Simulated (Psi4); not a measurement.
**doublet CHClFNOSi+: levels of theory compared**

Wanted: a comparison of 3 runs (UHF/3-21G, UHSE06/6-31G*, UTPSSh/6-31G*) of doublet CHClFNOSi+. 

Program for the calculation: Psi4 1.11.

### 1 The structure to begin with

CHClFNOSi+: 7 atoms, total charge +1, spin state doublet. SMILES of the parent species: `O=C=N[SiH](F)Cl`. The shape is that of a PBE0-D4/def2-TZVP optimisation. This is one conformer, not always the lowest. That shape belongs to the parent species and isn't relaxed for this state.

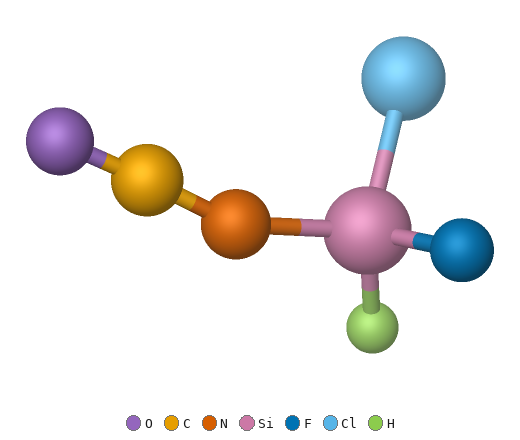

The structure, seen from a chosen angle (oxygen purple, carbon amber, nitrogen orange, silicon pink, fluorine blue, chlorine blue, hydrogen green).

### 2 Energy and forces at UHF/3-21G (run 1)

calc.inp

```
memory 1.6 GB

molecule {
  1 2
  O      0.815200    -2.357500     1.658700
  C      0.512200    -1.559700     0.874600
  N      0.199300    -0.771000     0.028300
  Si    -0.274200     0.722000    -0.596700
  F      0.917700     1.292700    -1.464400
  Cl    -0.652900     2.033600     0.904000
  H     -1.456100     0.571700    -1.450200
  units angstrom
  symmetry c1
  no_reorient
  no_com
}

set basis 3-21G
set reference uhf
set puream true
set e_convergence 1e-09
set d_convergence 1e-08
set scf_type pk
set maxiter 100

e_tot, wfn = gradient('scf', return_wfn=True)
oeprop(wfn, 'QUADRUPOLE', 'MULLIKEN_CHARGES', 'DIPOLE', title='SCF')
print_variables()
```

On the command line:

```console
$ psi4 -i calc.inp -o calc.out -n 1
```

calc.out:

```text
[...]
  Running in c1 symmetry.
[...]
  Nuclear repulsion =  337.961761525461839
[...]
  Multiplicity = 2
[...]
  Nalpha       = 31
  Nbeta        = 30
[...]
    Number of basis functions: 64
[...]
   @UHF iter   1: -1009.97949015700499   -2.15934e-01   7.84474e-03 ADIIS/DIIS
[...]
   @UHF iter  40: -1010.17642204996434   -7.28733e-11   5.22220e-09 DIIS
[...]
   @S^2 Observed:                9.265425245E-01
[...]
  @UHF Final Energy: -1010.17642204996434
   => Energetics <=
    Nuclear Repulsion Energy =            337.9617615254618386
    One-Electron Energy =               -2054.8506049300672203
    Two-Electron Energy =                 706.7124213546409237
    Total Energy =                      -1010.1764220499643443
  UHF NO Occupations:
  HONO-2 :   29  A 1.9963570
  HONO-1 :   30  A 1.9152879
[...]
  -Total Gradient:
     Atom            X                  Y                   Z
    ------   -----------------  -----------------  -----------------
       1       -0.009465888588     0.025056056579    -0.025518720238
       2        0.004284316881    -0.006244077600     0.026507229414
       3       -0.019608117155     0.052006536578    -0.046449032053
       4        0.050651409811    -0.067583951107     0.075001276398
       5       -0.024974675772    -0.000425448441     0.009555417131
       6        0.003324530988    -0.012990242542    -0.031990863589
       7       -0.004211576162     0.010181126532    -0.007105307069
[...]
 Multipole Moments:
 ------------------------------------------------------------------------------------
     Multipole            Electronic (a.u.)      Nuclear  (a.u.)        Total (a.u.)
 ------------------------------------------------------------------------------------
 L = 1.  Multiply by 2.5417464519 to convert [e a0] to [Debye]
 Dipole X            :         -5.4700216            5.3951681           -0.0748535
 Dipole Y            :        -46.1224237           43.9739269           -2.1484968
 Dipole Z            :        -20.3340261           20.9753931            0.6413670
 Magnitude           :                                                    2.2434333
 L = 2.  Multiply by 1.3450342976 to convert [e a0^2] to [Debye ang]
 Quadrupole XX       :       -122.4662626           89.8753581          -32.5909045
 Quadrupole XY       :        128.5298977         -131.2093834           -2.6794857
[...]
```

Wall time 2 s (1 thread of Intel Xeon 6975P-C (Granite Rapids), shared host); peak memory 0.21 GiB.

### 3 The energy at UHSE06/6-31G(d) (spherical functions) (run 2)

chclfnosi_ase.py

```python
import numpy as np
from ase.calculators.psi4 import Psi4
from ase import Atoms

mol = Atoms(['O', 'C', 'N', 'Si', 'F', 'Cl', 'H'], positions=[
    [0.815200, -2.357500, 1.658700],
    [0.512200, -1.559700, 0.874600],
    [0.199300, -0.771000, 0.028300],
    [-0.274200, 0.722000, -0.596700],
    [0.917700, 1.292700, -1.464400],
    [-0.652900, 2.033600, 0.904000],
    [-1.456100, 0.571700, -1.450200],
])
calc = Psi4(atoms=mol, method='hse06', basis='6-31G*', memory='1600MB', num_threads=1, charge=1, multiplicity=2, label='calc', reference='uks')
calc.psi4.set_options({'puream': True, 'e_convergence': 1e-09, 'd_convergence': 1e-08, 'scf_type': 'pk', 'dft_radial_points': 99, 'dft_spherical_points': 590, 'maxiter': 100})
mol.calc = calc

print(f'energy: {mol.get_potential_energy():.6f} eV')
```

On the command line:

```console
$ python chclfnosi_ase.py
```

calc.dat:

```text
[...]
  Running in c1 symmetry.
[...]
  Nuclear repulsion =  337.961761525461839
[...]
  Multiplicity = 2
[...]
  Nalpha       = 31
  Nbeta        = 30
[...]
    Number of basis functions: 94
[...]
   @UKS iter   1: -1017.14918809310279    3.32198e-01   7.92748e-03 ADIIS/DIIS
[...]
   @UKS iter  33: -1017.41767716921640   -5.79803e-12   8.71848e-09 DIIS
[...]
   @S^2 Observed:                7.642275730E-01
[...]
    Orbital Energies [Eh]
    ---------------------
    Alpha Occupied:
       1A   -101.956090     2A    -66.562841     3A    -24.973318
       4A    -19.564098     5A    -14.713348     6A    -10.642449
       7A     -9.781109     8A     -7.514028     9A     -7.508779
      10A     -7.502919    11A     -5.629492    12A     -3.964990
      13A     -3.964198    14A     -3.960104    15A     -1.416027
      16A     -1.413868    17A     -1.255936    18A     -1.105036
      19A     -0.904365    20A     -0.779668    21A     -0.759816
      22A     -0.743106    23A     -0.734383    24A     -0.683371
      25A     -0.666436    26A     -0.638200    27A     -0.627757
      28A     -0.603370    29A     -0.594234    30A     -0.579999
      31A     -0.561722
[...]
  @UKS Final Energy: -1017.41767716921640
   => Energetics <=
    Nuclear Repulsion Energy =            337.9617615254618386
    One-Electron Energy =               -2062.9228362104431653
    Two-Electron Energy =                 769.1552236984357478
    DFT Exchange-Correlation Energy =     -61.6118261826709031
    Empirical Dispersion Energy =           0.0000000000000000
    VV10 Nonlocal Energy =                  0.0000000000000000
    Total Energy =                      -1017.4176771692164039
[...]
 Multipole Moments:
 ------------------------------------------------------------------------------------
     Multipole            Electronic (a.u.)      Nuclear  (a.u.)        Total (a.u.)
 ------------------------------------------------------------------------------------
 L = 1.  Multiply by 2.5417464519 to convert [e a0] to [Debye]
 Dipole X            :          1.1068597           -1.5822631           -0.4754034
 Dipole Y            :          1.3550694           -2.1848610           -0.8297916
 Dipole Z            :          1.0160544           -0.6451026            0.3709518
 Magnitude           :                                                    1.0257523
[...]
```

On the terminal:

```text
energy: -27685.345161 eV
```

It took 72 s on 1 thread of Intel Xeon 6975P-C (Granite Rapids), shared host; peak memory 0.85 GiB.

### 4 Energy and gradient at UTPSSh/6-31G(d) (spherical functions) (run 3)

job.json

```json
{
 "schema_name": "qcschema_input",
 "schema_version": 1,
 "molecule": {
  "schema_name": "qcschema_molecule",
  "schema_version": 2,
  "symbols": ["O", "C", "N", "Si", "F", "Cl", "H"],
  "geometry": [1.54050474, -4.45502934, 3.13448872, 0.96791772, -2.94740584, 1.65275447, 0.37662242, -1.45697884, 0.05347925, -0.5181629, 1.36438226, -1.12759958, 1.73420166, 2.44284896, -2.76731494, -1.23380219, 3.84294705, 1.70831242, -2.75163021, 1.08035643, -2.74048083],
  "molecular_charge": 1,
  "molecular_multiplicity": 2,
  "fix_symmetry": "c1",
  "fix_com": true,
  "fix_orientation": true
 },
 "driver": "gradient",
 "model": {
  "method": "tpssh",
  "basis": "6-31G*"
 },
 "keywords": {
  "reference": "uks",
  "puream": true,
  "e_convergence": 1e-09,
  "d_convergence": 1e-08,
  "scf_type": "pk",
  "dft_radial_points": 99,
  "dft_spherical_points": 590,
  "maxiter": 100,
  "scf_properties": ["MAYER_INDICES", "MULLIKEN_CHARGES", "QUADRUPOLE"]
 }
}
```

On the command line:

```console
$ psi4 --qcschema job.json -n 1 --memory 1600MB
```

stdout:

```text
[...]
  Running in c1 symmetry.
[...]
  Nuclear repulsion =  337.961761580567213
[...]
  Multiplicity = 2
[...]
  Nalpha       = 31
  Nbeta        = 30
[...]
    Number of basis functions: 94
[...]
   @UKS iter   1: -1017.64589991512139    3.71379e-01   8.34748e-03 DIIS/ADIIS
[...]
   @UKS iter  31: -1017.94865421045961   -4.43379e-12   7.55778e-09 DIIS
[...]
   @S^2 Observed:                7.591112310E-01
[...]
  @UKS Final Energy: -1017.94865421045961
   => Energetics <=
    Nuclear Repulsion Energy =            337.9617615805672131
    One-Electron Energy =               -2063.0357629011778045
    Two-Electron Energy =                 780.0569502184556541
    DFT Exchange-Correlation Energy =     -72.9316031083048415
    Empirical Dispersion Energy =           0.0000000000000000
    VV10 Nonlocal Energy =                  0.0000000000000000
    Total Energy =                      -1017.9486542104596083
[...]
 Multipole Moments:
 ------------------------------------------------------------------------------------
     Multipole            Electronic (a.u.)      Nuclear  (a.u.)        Total (a.u.)
 ------------------------------------------------------------------------------------
 L = 1.  Multiply by 2.5417464519 to convert [e a0] to [Debye]
 Dipole X            :         -5.7350919            5.3951681           -0.3399238
 Dipole Y            :        -43.9997910           43.9739269           -0.0258641
 Dipole Z            :        -20.2922714           20.9753931            0.6831217
 Magnitude           :                                                    0.7634608
 L = 2.  Multiply by 1.3450342976 to convert [e a0^2] to [Debye ang]
 Quadrupole XX       :       -120.1432352           89.8753581          -30.2678772
 Quadrupole XY       :        127.7432291         -131.2093838           -3.4661547
[...]
  -Total Gradient:
     Atom            X                  Y                   Z
    ------   -----------------  -----------------  -----------------
       1       -0.005007284525     0.013955618681    -0.012975268198
       2       -0.010741419337     0.023537259210    -0.020329590525
       3        0.005890859719    -0.012103843947     0.007720444034
       4        0.016539296732    -0.027834331770     0.048498216404
       5       -0.006783545945     0.001180467500    -0.002619590480
       6        0.000183304621    -0.000452274692    -0.014391533832
       7       -0.000114321193     0.001710682078    -0.005900753896
[...]
```

The result, in JSON:

```text
{
 "driver": "gradient",
 "model": {
  "method": "tpssh",
  "basis": "6-31G*"
 },
 "success": true,
 "return_result": [-0.005007284525439054, 0.013955618680711823, -0.012975268198169743, -0.010741419337106761, 0.02353725920988453, -0.020329590524824317, 0.005890859719162464, -0.0121038439465464, 0.007720444033532614, 0.016539296732279204, -0.02783433177034484, 0.04849821640381168, -0.006783545944848202, 0.001180467500211349, -0.002619590480489986, 0.0001833046207882147, -0.00045227469230196826, -0.014391533831659059, -0.00011432119265250562, 0.0017106820776815624, -0.005900753895661581],
 "properties": {
  "calcinfo_nbasis": 94,
  "calcinfo_nmo": 94,
  "calcinfo_nalpha": 31,
  "calcinfo_nbeta": 30,
  "calcinfo_natom": 7,
  "nuclear_repulsion_energy": 337.9617615805672,
  "return_energy": -1017.9486542104596,
  "return_gradient": [-0.005007284525439054, 0.013955618680711823, -0.012975268198169743, -0.010741419337106761, 0.02353725920988453, -0.020329590524824317, 0.005890859719162464, -0.0121038439465464, 0.007720444033532614, 0.016539296732279204, -0.02783433177034484, 0.04849821640381168, -0.006783545944848202, 0.001180467500211349, -0.002619590480489986, 0.0001833046207882147, -0.00045227469230196826, -0.014391533831659059, -0.00011432119265250562, 0.0017106820776815624, -0.005900753895661581],
  "scf_one_electron_energy": -2063.035762901178,
  "scf_two_electron_energy": 780.0569502184557,
  "scf_xc_energy": -72.93160310830484,
  "scf_dipole_moment": [-0.3399237866808136, -0.0258641124461505, 0.6831216977391605],
  "scf_total_energy": -1017.9486542104596,
  "scf_total_gradient": [-0.005007284525439054, 0.013955618680711823, -0.012975268198169743, -0.010741419337106761, 0.02353725920988453, -0.020329590524824317, 0.005890859719162464, -0.0121038439465464, 0.007720444033532614, 0.016539296732279204, -0.02783433177034484, 0.04849821640381168, -0.006783545944848202, 0.001180467500211349, -0.002619590480489986, 0.0001833046207882147, -0.00045227469230196826, -0.014391533831659059, -0.00011432119265250562, 0.0017106820776815624, -0.005900753895661581],
  "scf_iterations": 31
 }
}
```

Run time: 92 s. Hardware: 1 thread of Intel Xeon 6975P-C (Granite Rapids), shared host; peak memory 0.86 GiB.

### 5 The series

| run | level | task | integration grid | energy (Eh) | HOMO energy (eV) | LUMO energy (eV) | ⟨S²⟩ | wall time |
| --- | --- | --- | --- | --- | --- | --- | --- | --- |
| 1 | UHF/3-21G | gradient | – | -1010.176422 | -17.93 | -8.96 | 0.927 | 2 s |
| 2 | UHSE06/6-31G* (spherical functions) | energy | 99 radial × 590 angular | -1017.417677 | -15.12 | -13.98 | 0.764 | 72 s |
| 3 | UTPSSh/6-31G* (spherical functions) | gradient | 99 radial × 590 angular | -1017.948654 | -14.86 | -13.88 | 0.759 | 92 s |

### 6 What came out

```
                                 quantity           value
                      run 3: total energy  -1017.94865 Eh
run 3: HOMO energy (highest over α and β)       -14.86 eV
 run 3: LUMO energy (lowest over α and β)       -13.88 eV
                              run 3: ⟨S²⟩           0.759
          run 3: largest force on an atom      2.999 eV/Å
```

**Reading.** Totals of different functionals can't be ranked against each other. Spin contamination of the reference: run 1 ⟨S²⟩ = 0.93. All runs together took 2.8 min, the longest 92 s.
